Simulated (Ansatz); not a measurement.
```tsv
atom	x (Å)	y (Å)	z (Å)
Al	-0.0589	-0.0255	-0.0402
O	-0.2975	-0.1196	1.6018
H	-0.6193	-0.1762	2.4761
H	1.3606	0.0565	-0.7076
F	-1.4068	-0.0166	-1.0579
```

All numbers below come from Ansatz, RHF/6-31G.

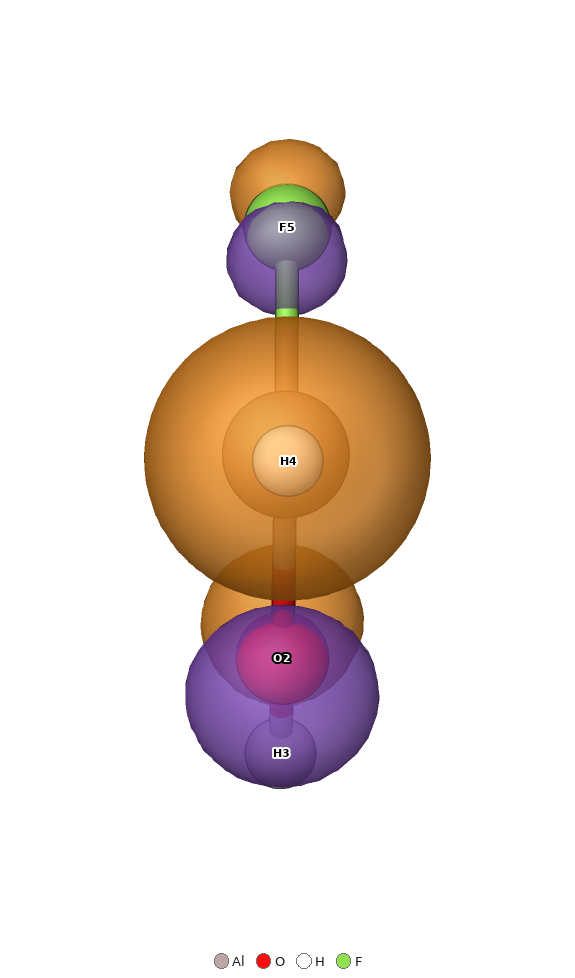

AlFH₂O. The HOMO at ±0.2 Å⁻³ᐟ² (orange and purple are the two phases), seen at an oblique angle.

### Where does this orbital lie, and at what energy?

Its weight (Hirshfeld) is mainly on H4 (about 40 %), Al1 (about 30 %), O2 (about 25 %) and F5 (about 10 %); it is symmetric in the molecular plane (an in-plane orbital: σ, lone-pair or in-plane π type). Its energy is −13.08 eV.
